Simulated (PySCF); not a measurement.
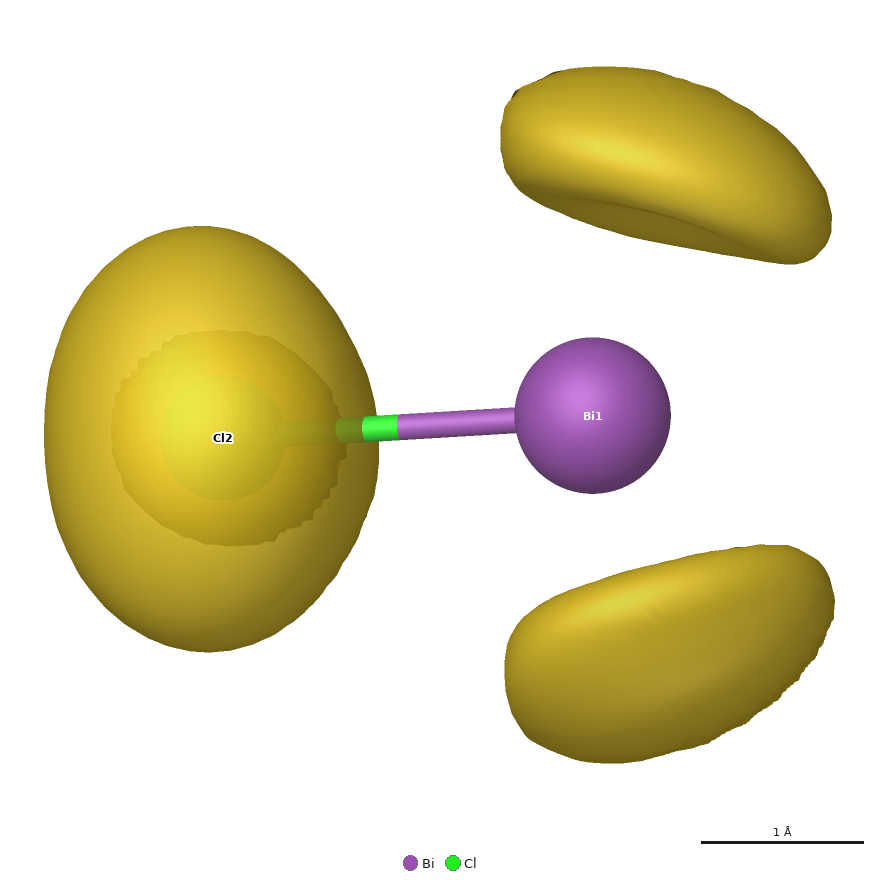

Figure 1: BiCl (charge +1, doublet). Isosurface of the ELF at 0.75 (yellow), seen from one side. Core shells and regions of very low density are left out.

Core potentials replace the inner electrons of Bi.

Theory: PBE0/def2-SVP, non-relativistic Hamiltonian with scalar-relativistic core potentials where named, at a bond length of 2.380 Å in PySCF.

> Identify the bonds, lone pairs and shells in this picture.

The surface consists of two lobes on Bi, pointing away from the bonds (non-bonding electrons) and one region wrapped around Cl (its valence shell). Profiles from the grid: Bi–Cl (2.38 Å): the ELF peaks at about 0.80 in the valence shell of Cl, 0.8 Å from its nucleus, and drops to about 0.20 between the two atoms.
